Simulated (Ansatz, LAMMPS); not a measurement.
# Liquid mixture of pyrrole and H2O at 300 K (194 atoms) in motion

Aim: follow liquid mixture of pyrrole and H2O at 300 K (194 atoms) for a short time with forces from DFT, then look at structure and electrons in the last frame.

Calculated with Ansatz 0.2.0; Kohn-Sham DFT, PBE+D4, PAW (set soft_2), plane waves.

## (1) The starting structure

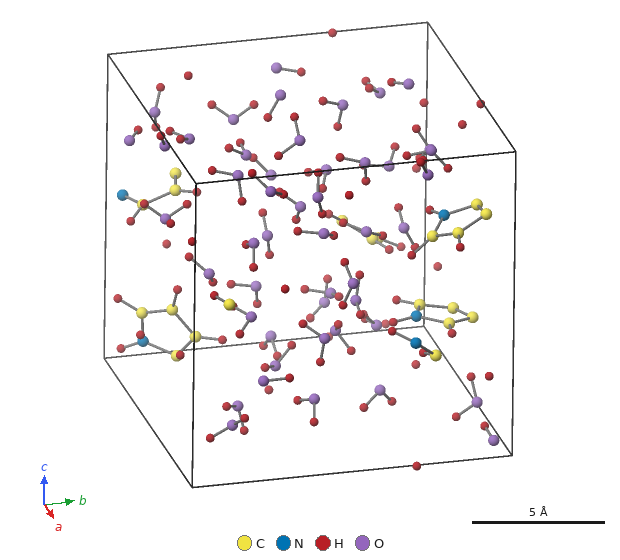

The starting structure, seen slightly off an axis (carbon yellow, nitrogen blue, hydrogen red, oxygen purple). Bonds to atoms that aren't drawn are left out. Some periodic images of atoms are drawn too.

The cell holds 194 atoms: 20 C, 5 N, 121 H and 48 O. Its edges and angles: a = 12.622 Å, b = 12.622 Å, c = 12.622 Å, α = 90.0°, β = 90.0°, γ = 90.0°. 5 pyrrole, 48 H2O placed at random, at 0.991 g/cm³; overlaps pushed apart, then 10 ps at 450 K with MMFF94 bonds, angles, torsions, charges and radii (Halgren, J. Comput. Chem. 17, 490 (1996)) in harmonic and 12-6 forms; SPC/E water (Berendsen, Grigera and Straatsma, J. Phys. Chem. 91, 6269 (1987)). Snapshot after 20 ps at 300 K and fixed volume.

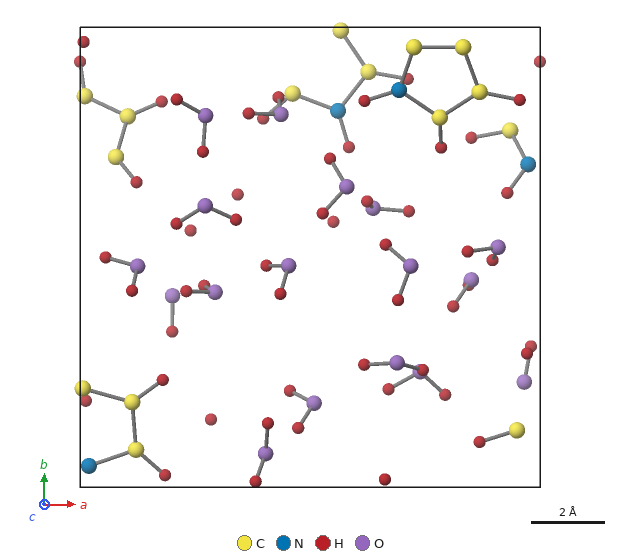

A slice 6 Å thick through the middle of the cell. Bonds to atoms that aren't drawn are left out.

Before any run, some limits are plain. The network of contacts between molecules at the start is that of the classical potential that made the cell. The density was typed from a rule of thumb and may lie off the real one at this temperature. Only the Γ point is sampled, in a cell whose shortest periodic width is 13 Å.

## (2) Single point at the start

A single point comes first, to see the forces before anything moves.

Input file input.yaml:

```yaml
crystal:
  lattice:
    - [12.62234, 0.0, 0.0]
    - [0.0, 12.62234, 0.0]
    - [0.0, 0.0, 12.62234]
  atoms:
    - { symbol: C, position: [0.2473, 0.14213, 0.24994] }
    - { symbol: C, position: [0.26365, 0.21132, 0.16099] }
    - { symbol: C, position: [0.20485, 0.1699, 0.0777] }
    - { symbol: "N", position: [0.15482, 0.07784, 0.1138] }
    [... 184 atom lines left out ...]
    - { symbol: O, position: [0.27145, 0.61211, 0.67123] }
    - { symbol: H, position: [0.33846, 0.58191, 0.64166] }
    - { symbol: H, position: [0.20937, 0.57328, 0.64099] }
    - { symbol: O, position: [0.40285, 0.07324, 0.62245] }
    - { symbol: H, position: [0.40786, 0.13923, 0.666] }
    - { symbol: H, position: [0.38121, 0.01266, 0.6687] }
kpoints:
  mp_grid: { grid: [1, 1, 1] }
hamiltonian:
  xc: pbe
  dispersion: d4
scf:
  occupations: { method: gaussian, width: 0.025 }
output:
  forces: true
  stress: true
```

Command:

```sh
$ ansatz run input.yaml --threads 4 --pin off --max-ram 8192MiB --backend cpu --events-out ev --progress --plain --runs-dir out
```

Elapsed: 20 s, on 4 threads of Arm Neoverse V2, shared host; peak memory 2.7 GiB.

Numbers from this run:

| Quantity | Value |
| --- | --- |
| free energy | -36119.6233 eV |
| free energy per atom | -186.1836 eV/atom |
| SCF cycles | 10 |
| pressure | -1.108 GPa |
| r.m.s. force component | 0.6525 eV/Å |
| longest force | 3.747 eV/Å |
| Fermi energy | 0.8362 eV |

The r.m.s. force component of 0.65 eV/Å and the pressure of -1.1 GPa set the starting point.

Length of the force by element:

```csv
element,coordination,atoms,mean length of the force (eV/Å),spread,least,most
C,all,20,1.70,0.859,0.450,3.75
H,all,121,0.965,0.373,0.155,2.82
N,all,5,1.97,0.509,1.36,2.70
O,all,48,0.662,0.285,0.165,1.47
```

## (3) Dynamics started at 300 K

Without a thermostat the total energy must stay constant, which tests forces and time step. The time step is 0.5 fs, short enough for the stretching of bonds to hydrogen.

Edit input.yaml of step 2 so:

```diff
@@ -17 +17,8 @@
   stress: true
+md:
+  timestep: 0.5
+  n_steps: 190
+  ensemble: nve
+  temperature: 300
+  initial_velocities: maxwell_boltzmann
+  seed: 3389
```

The job ended after 43 min (4 threads; peak memory 2.9 GiB).

The walk was cut short by its limit. What follows describes the steps that were made.

The trajectory, sampled:

```csv
time (fs),T (K),potential (meV/atom),conserved (meV/atom)
0.0,300,0.0,0.00
6.0,314,-1.8,0.05
12.0,317,-2.1,0.06
18.0,335,-4.5,0.02
24.0,340,-5.1,0.02
30.0,315,-1.9,0.05
36.0,381,-10.4,0.00
42.0,349,-6.3,0.03
48.5,352,-6.7,0.04
54.5,349,-6.2,0.02
60.5,350,-6.4,0.03
66.5,396,-12.3,0.02
72.5,386,-11.0,0.02
78.5,376,-9.8,0.03
84.5,374,-9.5,0.02
90.5,362,-7.9,0.03
```

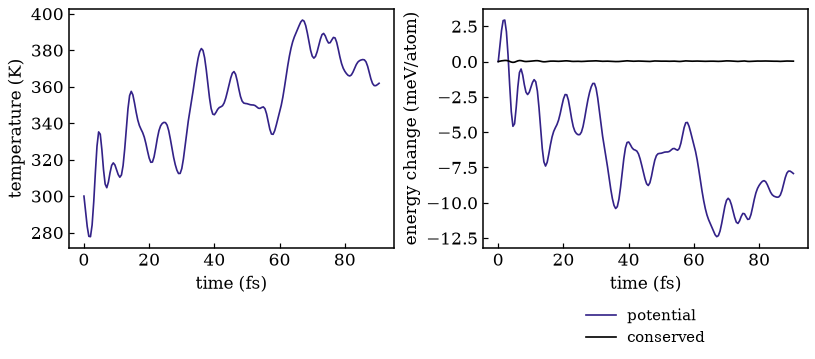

Temperature and energies against time.

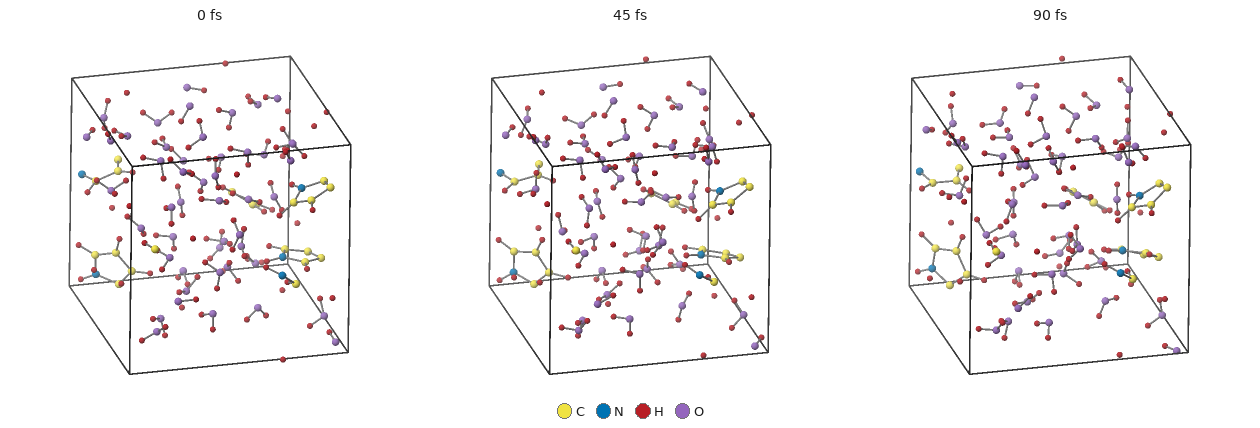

3 frames of the run. Bonds to atoms that aren't drawn are left out.

Mean square displacement from the first frame to the last: C 0.11 Å², N 0.12 Å², H 0.39 Å², O 0.31 Å².

The mean square displacement by time lag:

```csv
time lag (fs),C (Å²),H (Å²),N (Å²),O (Å²)
0.5,1.7e-5,2.1e-4,1.7e-5,1.7e-5
6.0,0.00220,0.0227,0.00221,0.00225
11.5,0.00637,0.0623,0.00640,0.00783
17.0,0.0104,0.106,0.0101,0.0164
23.0,0.0141,0.149,0.0133,0.0291
28.5,0.0180,0.180,0.0171,0.0434
34.0,0.0227,0.201,0.0225,0.0598
39.5,0.0281,0.213,0.0286,0.0779
45.5,0.0348,0.229,0.0353,0.100
```

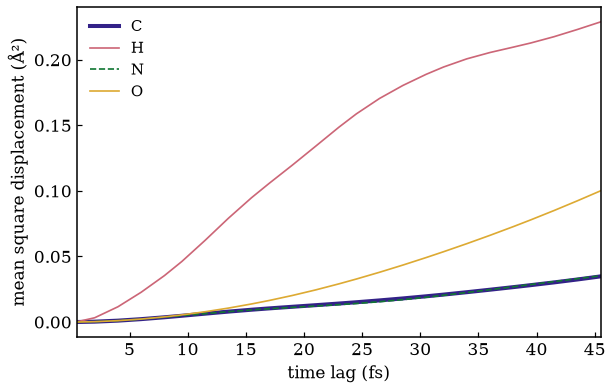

Mean square displacement, plotted against time lag.

The drift taken off is the plain mean over atoms, not the centre of mass, so with hydrogen in the cell the heavy atoms' values at short lags are too large.

Over the second half of 90 fs the temperature averages 368 K with swings of 17 K r.m.s. The conserved energy stays within 0.08 meV/atom. From first frame to last H has the largest mean square displacement, 0.39 Å² at the end; the farthest move is 1.29 Å. The mean temperature of 368 K lies well off the 300 K of the input: without a thermostat, the energy that the start releases heats the cell. The run spans 0.09 ps, too short for its means to be equilibrium values.

## (4) Local order late in the run

The g(r) is a mean over the second half; what follows it is taken at the last frame.

Bonds before and after, by the cutoffs listed below:

```csv
pair,bonds before,bonds after,mean before (Å),mean after (Å),spread before (Å),spread after (Å)
H-O,96,96,1.000,0.992,0.000,0.026
H-C,20,20,1.084,1.085,0.026,0.030
H-N,5,5,1.018,1.012,0.013,0.014
C-C,15,15,1.383,1.387,0.023,0.031
C-N,10,10,1.356,1.362,0.022,0.029
```

Density 0.991 g/cm³, 10.37 Å³ an atom.

Mean of 14 frames. Pair distribution functions g(r), in bins of 0.2 Å:

```csv
r (Å),total,H-H,H-O,H-C,H-N,O-O,O-C
0.90,3.02,0.00,9.70,0.00,1.09,0.00,0.00
1.10,2.09,0.00,3.88,5.60,5.30,0.00,0.00
1.30,0.38,0.02,0.00,0.00,0.00,0.00,0.00
1.50,0.86,1.56,0.21,0.00,0.00,0.00,0.00
1.70,0.63,0.59,1.30,0.00,0.00,0.00,0.00
1.90,0.44,0.26,1.08,0.01,0.00,0.00,0.00
2.10,0.73,0.77,0.50,1.29,2.54,0.00,0.00
2.30,0.97,1.24,0.19,1.78,0.66,0.00,0.00
2.50,0.69,1.37,0.19,0.41,0.20,0.69,0.00
2.70,0.80,1.04,0.44,0.41,0.24,3.18,0.00
2.90,0.81,0.78,0.99,0.32,0.53,2.17,0.03
3.10,0.99,0.83,1.52,0.66,0.55,1.06,0.35
3.30,1.25,0.91,1.72,1.56,1.92,0.81,0.86
3.50,1.08,1.04,1.29,0.80,0.85,0.95,1.25
3.70,1.03,1.08,1.12,0.79,0.83,1.04,0.89
3.90,1.06,1.19,1.01,0.86,1.26,1.15,0.81
4.10,1.07,1.15,0.98,1.01,1.21,1.10,1.08
4.30,1.00,1.10,0.94,0.96,0.70,1.17,0.85
4.50,1.02,0.99,1.02,0.99,0.66,1.27,1.18
4.70,0.96,0.92,0.98,1.10,0.66,1.09,0.83
4.90,1.01,0.99,1.02,1.06,0.88,1.10,0.98
5.10,0.96,0.95,0.94,0.87,1.06,1.06,1.18
5.30,0.99,0.96,1.02,1.04,0.98,0.91,1.00
5.50,0.95,0.95,0.93,1.06,1.06,0.90,0.74
5.70,0.93,0.91,0.95,0.91,0.98,0.86,1.06
5.90,1.03,1.03,1.04,0.95,1.15,0.76,1.11
6.10,1.00,1.04,0.96,1.02,1.23,0.86,1.10
```

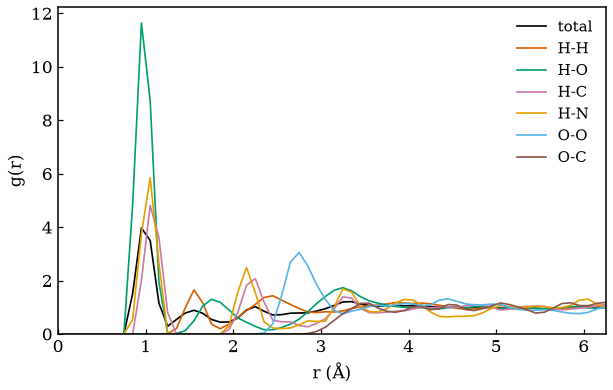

Pair distribution functions, lightly smoothed.

Bonds by pair of elements; cutoffs follow the first minimum of g(r), held within bounds set by covalent radii, and pairs that aren't listed don't count as bonded:

```csv
pair A-B,cutoff (Å),bonds,mean length (Å),spread (Å),shortest (Å),B about A,A about B
H-O,1.21,96,0.992,0.026,0.933,0.793,2
H-C,1.34,20,1.08,0.03,1.04,0.165,1
H-N,1.27,5,1.01,0.014,0.984,0.041,1
C-C,1.85,15,1.39,0.031,1.35,1.5,1.5
C-N,1.79,10,1.36,0.029,1.30,0.5,2
```

How many atoms have how many bonded neighbours:

```csv
element,mean,1,2,3
C,3,0,0,20
H,1,121,0,0
N,3,0,0,5
O,2,0,48,0
```

Bond angles, per cent of each kind in bins of 5°:

```csv
angle (°),H-O-H,C-C-H,C-N-H,H-C-N,C-C-N
85–90,2.1,0.0,0.0,0.0,0.0
90–95,14.6,0.0,0.0,0.0,0.0
95–100,27.1,0.0,0.0,0.0,0.0
100–105,27.1,0.0,0.0,0.0,20.0
105–110,20.8,0.0,0.0,0.0,70.0
110–115,6.2,0.0,0.0,10.0,10.0
115–120,2.1,10.0,0.0,80.0,0.0
120–125,0.0,16.7,50.0,10.0,0.0
125–130,0.0,30.0,40.0,0.0,0.0
130–135,0.0,36.7,10.0,0.0,0.0
135–140,0.0,6.7,0.0,0.0,0.0
```

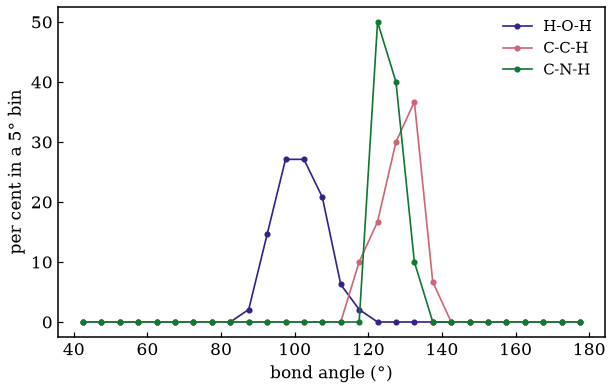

Distributions of the most common bond angles.

Bond angles (no mean is given where the spread exceeds 20°):

```csv
angle,count,mean (°),spread (°)
H-O-H,48,102,6
C-C-H,30,128,5.1
C-N-H,10,125,3.7
H-C-N,10,118,1.9
C-C-N,10,107,1.8
```

Hydrogen bonds between water molecules (O–O under 3.5 Å, H–O···O angle under 30°):

```csv
hydrogen bonds to other water,molecules
0,0
1,2
2,5
3,22
4,19
```

Rings of the network by King's shortest-path rule, up to 12 atoms, one path for each pair of neighbours; H, halogens, alkali and alkaline-earth atoms are left out, and the last column divides by all other atoms, bonded or not:

```csv
ring size (atoms),rings,per network atom
5,5,0.068
```

By these cutoffs all C atoms have 3, all H atoms have 1, all N atoms have 3 and all O atoms have 2 bonded neighbours. The H-O-H angle averages 102° with a spread of 6°. The 48 water molecules hold 3.21 hydrogen bonds each to other water on average, with a mean O–O distance of 2.85 Å. All rings counted have 5 atoms.

## (5) Outcome

| Property | Result |
| --- | --- |
| mean temperature, second half | 367.7 K |
| temperature swing, second half | 16.56 K |
| mean pressure, second half | 0.3368 GPa |
| slope of the conserved energy against time, by least squares | 0.0313 meV/atom/ps |
| wall time of the 2 DFT runs | 43 min |

What this shows: Over the second half of 90 fs the temperature averages 368 K with swings of 17 K r.m.s. The conserved energy stays within 0.08 meV/atom. The mean temperature of 368 K lies well off the 300 K of the input: without a thermostat, the energy that the start releases heats the cell. The run spans 0.09 ps, too short for its means to be equilibrium values. Counting bonds as in the table, all C atoms have 3, all H atoms have 1, all N atoms have 3 and all O atoms have 2 bonded neighbours. The 48 water molecules hold 3.21 hydrogen bonds each to other water on average, with a mean O–O distance of 2.85 Å.

What to keep in mind: The force components of 0.65 eV/Å r.m.s. hold both thermal displacement and the mismatch between the potential that made the cell and DFT, above all in bond lengths inside molecules. The network of contacts between molecules at the start is that of the classical potential that made the cell; DFT moved the atoms only locally, and no bond changed. The pressure of a single frame lacks the kinetic term.

[Logs are printed without paths, hosts, clocks, repeated set-up lines and the standing remarks that a program may print on its own settings, such as how far it seeks lower states.]

[Hosts, paths, dates, database ids (printed as entryN), source tags and the programs' standing remarks are cut or masked in the printed files.]

[The MMFF94 radii named for the starting cell were scaled by 0.96; in molecules described by MMFF94, hydrogen bound to N, O or S took a small fixed 12-6 site in their place.]
